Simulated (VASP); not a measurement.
Band structure of ZnCdTeSe (space group P3m1). Computed with PBEsol GGA, VASP's PBE PAW potentials (set 64) (plane waves; VASP).

Unless said otherwise, spin-orbit coupling is left out, though it shifts the bands of the heavy elements here.

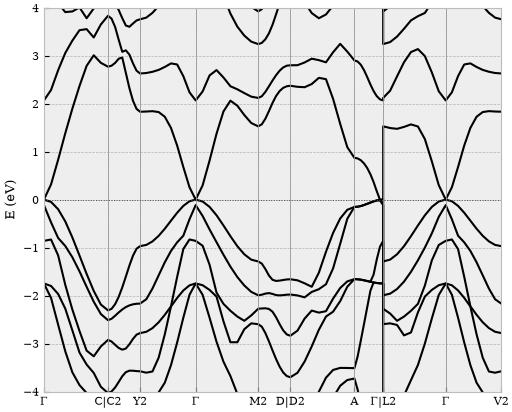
Figure: Bands along high-symmetry lines, zero at the valence-band maximum or, without a gap, the Fermi level

Task: Read the plot: is there a gap, and where are the band edges?

Result: It has no gap at this level: it comes out as a metal or semimetal. (Edges off the drawn lines would not show.)

The structure comes from a computed database's ZnCdTeSe entry (Cm); how it stands against other phases isn't given here. It was relaxed first, which changed the volume by -6 %. The relaxed cell has space group P3m1.
